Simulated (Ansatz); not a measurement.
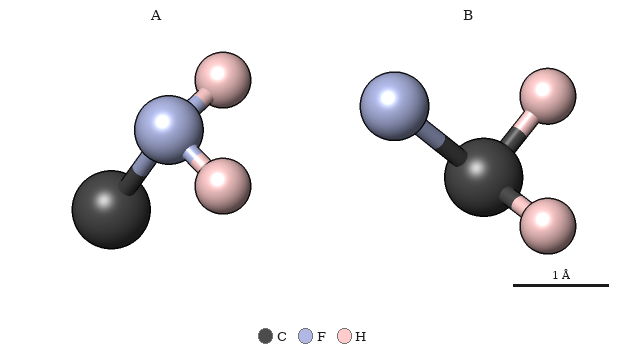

Two geometries of CH2F (charge −1), drawn at one scale. One is the start of a relaxation, the other its converged end. A ball-and-stick model, seen from a free direction.

The calculation used RKS PBE-D4/def2-SVPD in Ansatz. Set-up: force threshold 0.03 eV/Å; at most 250 steps.

Q: Which geometry has the lower energy?

A: Structure B is the relaxed one. It is one of the separated reactants of a reaction. The atom that moves furthest after the best rigid fit is the F atom (1.00 Å). Largest moves by element: F 1.00 Å, C 0.84 Å, H 0.52 Å. Some distances before and after: F–H 0.910 → 2.059 Å, C–H 1.897 → 1.134 Å, C–F 1.492 → 1.535 Å. New bonds form: C–H (1.90 → 1.13 Å). Bonds break: F–H (0.91 → 2.06 Å). Over 14 geometry steps the energy falls by 13.646 eV. The largest force component goes from 10 to 0.01 eV/Å.
